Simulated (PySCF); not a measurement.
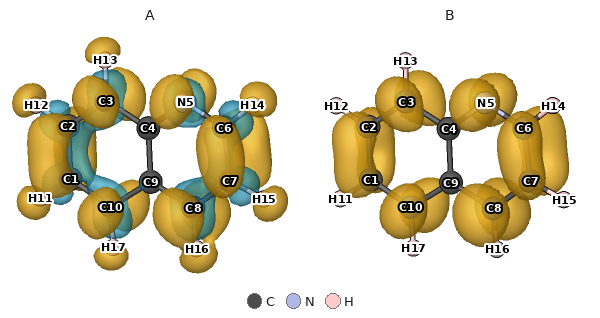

*C₉H₇N, SMILES `c1ccc2ncccc2c1`. The Fukui function f⁺ from two separate SCF calculations and the density of the LUMO, at ±0.015 e/Å³ (yellow positive, teal negative).*

Level of theory: PBE/cc-pVDZ (PySCF), at a geometry from GFN2-xTB. No frequency check shows the geometry to be a minimum.

> Which panel is which, and how good is the frozen-orbital picture?

A is f⁺ (it has negative regions), B the LUMO density. The LUMO lies on C8 (16 %), N5 (14 %) and C3, C6 and C10 (10 % each); f⁺ (Hirshfeld-condensed) is largest on C8 (0.10), N5 (0.09) and C6 (0.08); the vertical electron affinity is −0.28 eV (the stability of the anion's solution wasn't checked; negative, but this basis has no diffuse functions, so it doesn't show that the anion is unbound). Relaxation shifts 24 % of the electron between atoms. The orbital energy is −2.21 eV.
